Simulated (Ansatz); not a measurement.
# C2H3BO: the cost of one run

Method: the settings change from run to run; program: Ansatz 0.2.0, Gaussian basis.

## Step 1: The molecule

An earlier PBE0-D4 in a triple-zeta def2 set relaxation fixed the geometry.

SMILES `BC=C=O`, 7 atoms, charge 0, spin multiplicity 1.

Atoms are counted from 1 here; the program's logs count them from 0.

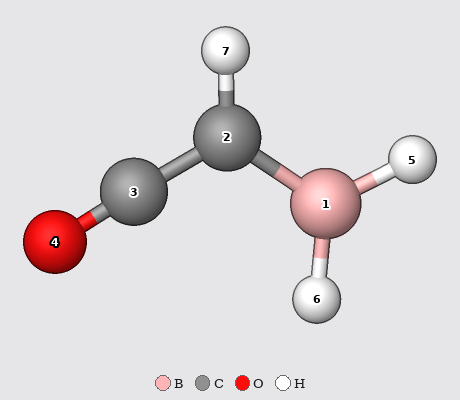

The geometry (boron pink, carbon grey, oxygen red, hydrogen white); atoms are numbered from 1 in the order of the file.

Coordinates:

```mol
C2H3BO
  3D, bonds by distance, orders not assigned

  7  6  0  0  0  0  0  0  0  0999 V2000
   -0.6546    0.8191   -0.1987 B   0  0
    0.5126   -0.1216   -0.3335 C   0  0
    0.5595   -1.1191    0.5378 C   0  0
    0.5610   -1.9661    1.3103 O   0  0
   -0.7565    1.7396   -0.9528 H   0  0
   -1.4689    0.6402    0.6583 H   0  0
    1.3080   -0.0601   -1.0671 H   0  0
  1  2  8  0
  2  3  8  0
  3  4  8  0
  1  5  8  0
  1  6  8  0
  2  7  8  0
M  END
```

## Step 2: wB97X/ANO-RCC-VTZP

Set apart from the defaults: charge +1, multiplicity 2, the search for lower states set to light.

File in.yaml:

```yaml
crystal:
  periodic: [false, false, false]
  atoms:
    - {symbol: B, position_ang: [-0.654561, 0.819084, -0.198703]}
    - {symbol: C, position_ang: [0.512620, -0.121594, -0.333487]}
    - {symbol: C, position_ang: [0.559495, -1.119069, 0.537767]}
    - {symbol: O, position_ang: [0.560963, -1.966090, 1.310257]}
    - {symbol: H, position_ang: [-0.756510, 1.739612, -0.952762]}
    - {symbol: H, position_ang: [-1.468882, 0.640166, 0.658296]}
    - {symbol: H, position_ang: [1.307976, -0.060108, -1.067066]}
basis:
  gaussian: {orbitals: ANO-RCC-VTZP}
total_charge: 1
magnetization: {spin_polarized: true, initial_magnetization: 1}
hamiltonian: {xc: {name: wB97X}}
scf: {lower_state_search: light}
```

Launch:

```bash
> ansatz run in.yaml --threads 2 --pin off --events-out ev --progress --plain --max-ram 4352MiB
```

What time and memory should one allow on 2 threads of Arm Neoverse V2, shared host?

About 14 s, with a peak of 0.54 GiB.
